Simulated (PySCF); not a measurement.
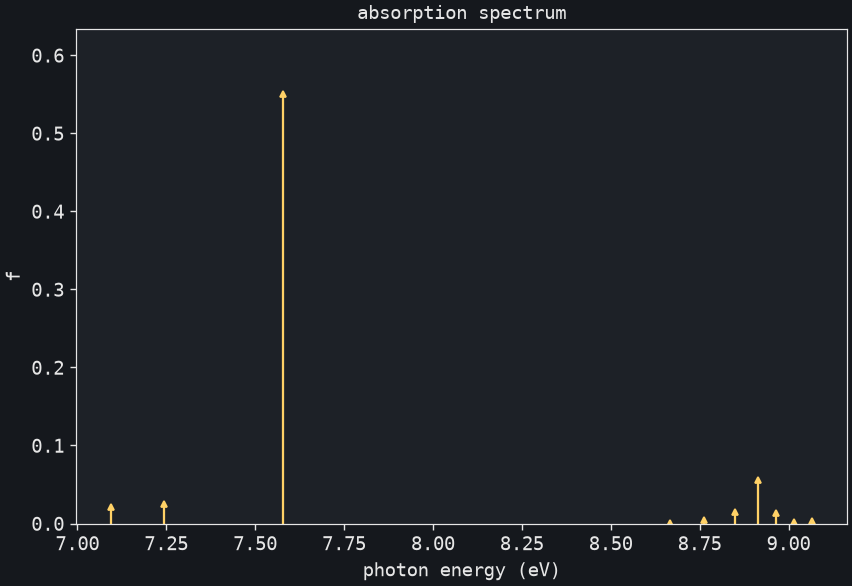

Vertical TDDFT excitations, PBE0/aug-cc-pVDZ with PySCF 2.14.0, at a PBE0-D3(BJ)/def2-SVP geometry (no frequency check), gas phase. The lowest 10 singlet states are shown.

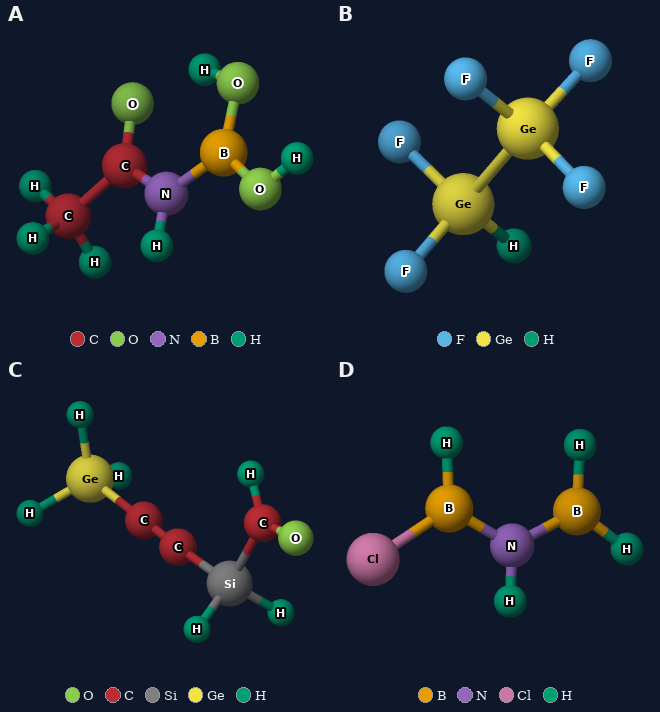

**Which molecule gives this spectrum? The candidates are drawn in the second picture.**

Structure B, Ge₂HF₅, SMILES [F][GeH]([F])[Ge]([F])([F])[F], singlet. Its lowest singlet lies at 7.10 eV (f = 0.021) and the brightest of those computed is S3 at 7.58 eV (164 nm), f = 0.551, mainly HOMO → LUMO (96 %).

Known limits of this run: core orbitals are frozen in the response.
